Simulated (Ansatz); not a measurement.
## Ligand exchange: GaH2(NH2) + H2O2 → GaH2(OH) + H3NO

Species: GaH2(NH2), singlet; H2O2 (hydrogen peroxide) `OO`, singlet; GaH2(OH), singlet; H3NO (hydroxylamine) `NO`, singlet. The partners trade NH2 for OH: Ga–NH2 and O–OH bonds give way to Ga–OH and O–NH2.

Shapes, held fixed at every level: PBE0-D4/def2-TZVP. Flexible molecules stand in one conformer, not always the lowest. Programs: Ansatz 0.2.0. The zero-point and thermal change to 298 K, harmonic and unscaled (PBE0-D4/def2-TZVP), is +3.7 kJ/mol.

```
               level                    kind  ΔH(298 K) (kJ/mol)  less CCSD(T)/def2-TZVPP
         HF/def2-SVP            Hartree–Fock              -133.7                    -16.4
r2SCAN-D4/def2-TZVPP                meta-GGA              -114.6                     +2.7
 BHLYP-D4/def2-TZVPP           global hybrid              -123.2                     -5.9
  PBE0-D4/def2-TZVPP           global hybrid              -116.0                     +1.3
  wB97X-V/def2-TZVPP  range-separated hybrid              -117.9                     -0.6
    CCSD(T)/def2-SVP   coupled cluster or CI              -116.2                     +1.1
     CCSD/def2-TZVPP   coupled cluster or CI              -120.2                     -2.9
  CCSD(T)/def2-TZVPP   coupled cluster or CI              -117.3                      0.0
```

The highest level, CCSD(T)/def2-TZVPP, gives ΔH(298 K) = -117.3 kJ/mol; the levels span -133.7 to -114.6. The column of differences is taken from that level and isn't an error. No measured value is set beside it here. Relativity is left out for Ga. Outer-core shells of Ga are correlated, in sets that cover them unevenly.

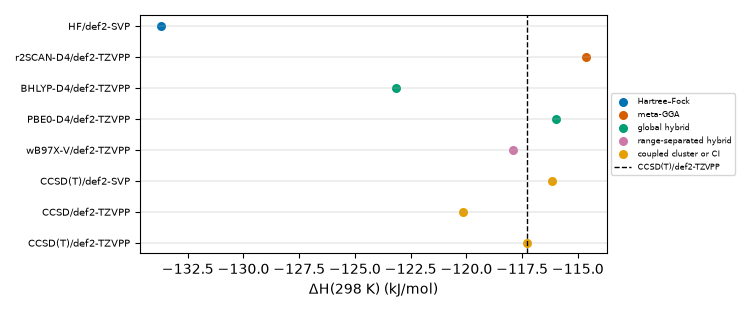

The values of the table, level by level.
